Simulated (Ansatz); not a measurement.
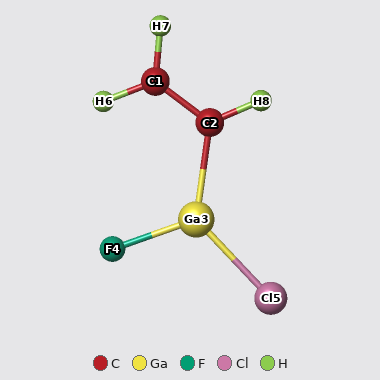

The system is C₂H₃ClFGa, SMILES C=[CH][Ga]([F])[Cl]; the picture shows the reference structure. The first coordinate is: dihedral C1–C2–Ga3–F4; the second: dihedral H6–C1–C2–Ga3. Nothing is relaxed (all other coordinates rigid). The scan uses a 15 × 15 grid; 136 points were computed and 89 follow by symmetry. Points are written as (first, second). Energies: eV, counted from the relaxed molecule at the same level. Energies and slopes of some neighbouring points disagree (a jump in structure or state, or too coarse a mesh). The dihedral twists a double bond; near 90° a spin-restricted reference is unreliable. Level of theory: RKS r2SCAN0-D4/def2-SVP in Ansatz 0.2.0.

Its coordinates:

```json
{"atom": "C", "x (Å)": "0.1703", "y (Å)": "-1.4390", "z (Å)": "0.0053"}
{"atom": "C", "x (Å)": "0.6467", "y (Å)": "-0.2228", "z (Å)": "0.2856"}
{"atom": "Ga", "x (Å)": "-0.4242", "y (Å)": "1.3114", "z (Å)": "-0.1285"}
{"atom": "F", "x (Å)": "-1.9807", "y (Å)": "1.0331", "z (Å)": "-0.8576"}
{"atom": "Cl", "x (Å)": "0.0253", "y (Å)": "3.3650", "z (Å)": "0.1824"}
{"atom": "H", "x (Å)": "-0.8099", "y (Å)": "-1.5839", "z (Å)": "-0.4522"}
{"atom": "H", "x (Å)": "0.7408", "y (Å)": "-2.3452", "z (Å)": "0.2217"}
{"atom": "H", "x (Å)": "1.6318", "y (Å)": "-0.1186", "z (Å)": "0.7433"}
```

Range: dihedral C1–C2–Ga3–F4 from −180 to 156°; dihedral H6–C1–C2–Ga3 from −180 to 156°.

### Predict the map.

The lowest grid point is at (−12°, −180°), 0.009 eV from the relaxed molecule at the same level. Other grid points that lie below all their neighbours: (−180°, −180°) (0.007 eV higher); (−12°, 12°) (0.07 eV higher); (−180°, −12°) (0.08 eV higher). The highest grid point, (108°, −84°), lies 3.73 eV above the lowest.

```tsv
dihedral H6–C1–C2–Ga3 ↓, dihedral C1–C2–Ga3–F4 →	−180	−156	−132	−108	−84	−60	−36	−12	12	36	60	84	108	132	156
156	0.31	0.31	0.35	0.41	0.45	0.44	0.38	0.31	0.29	0.33	0.41	0.47	0.49	0.45	0.37
132	1.17	1.14	1.18	1.25	1.30	1.31	1.25	1.18	1.15	1.18	1.27	1.35	1.39	1.35	1.26
108	2.53	2.49	2.54	2.63	2.71	2.71	2.63	2.54	2.50	2.55	2.67	2.79	2.84	2.78	2.65
84	3.34	3.47	3.65	3.74	3.68	3.53	3.38	3.30	3.34	3.46	3.58	3.59	3.50	3.38	3.31
60	1.80	1.89	2.00	2.05	2.00	1.90	1.81	1.77	1.80	1.88	1.95	1.94	1.88	1.80	1.76
36	0.67	0.75	0.83	0.87	0.84	0.77	0.69	0.65	0.68	0.75	0.80	0.81	0.76	0.70	0.66
12	0.09	0.14	0.20	0.25	0.25	0.20	0.13	0.08	0.09	0.15	0.21	0.24	0.21	0.16	0.10
−12	0.09	0.10	0.16	0.21	0.24	0.21	0.15	0.09	0.08	0.13	0.20	0.25	0.25	0.20	0.14
−36	0.67	0.66	0.70	0.76	0.81	0.80	0.75	0.68	0.65	0.69	0.77	0.84	0.87	0.83	0.75
−60	1.80	1.76	1.80	1.88	1.94	1.95	1.88	1.80	1.77	1.81	1.90	2.00	2.05	2.00	1.89
−84	3.34	3.31	3.38	3.50	3.59	3.58	3.47	3.34	3.30	3.38	3.53	3.68	3.74	3.65	3.47
−108	2.53	2.65	2.78	2.84	2.79	2.67	2.55	2.50	2.54	2.63	2.71	2.71	2.63	2.54	2.49
−132	1.17	1.26	1.35	1.39	1.35	1.27	1.18	1.15	1.18	1.25	1.31	1.30	1.25	1.18	1.14
−156	0.31	0.37	0.45	0.49	0.47	0.41	0.33	0.29	0.31	0.38	0.44	0.45	0.41	0.35	0.31
−180	0.02	0.04	0.11	0.16	0.17	0.13	0.07	0.01	0.01	0.07	0.13	0.17	0.16	0.11	0.04
```

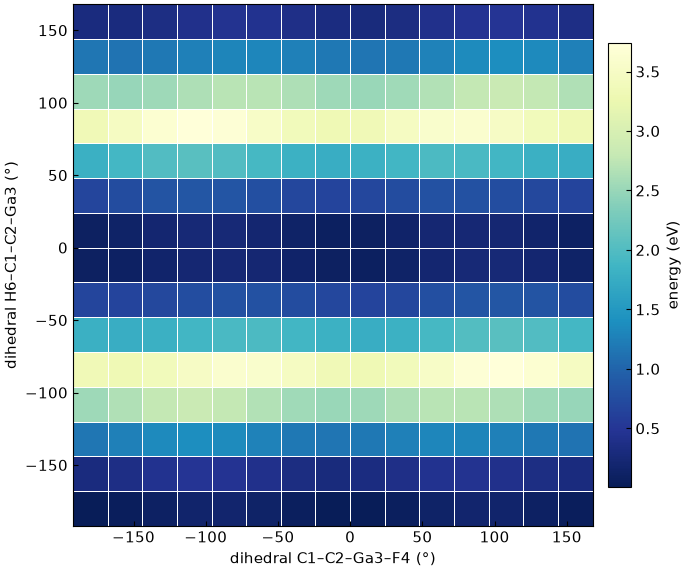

In the figure: one coloured cell a grid point.

Each point was launched as `ansatz run input.yaml --threads 1 --pin off --max-ram 2560MiB --backend cpu --events-out ev --progress --plain --runs-dir out`. Time for the 136 points that were run: 22 min on 1 thread of Intel(R) Xeon(R) Processor @ 2.70GHz, on a shared host.
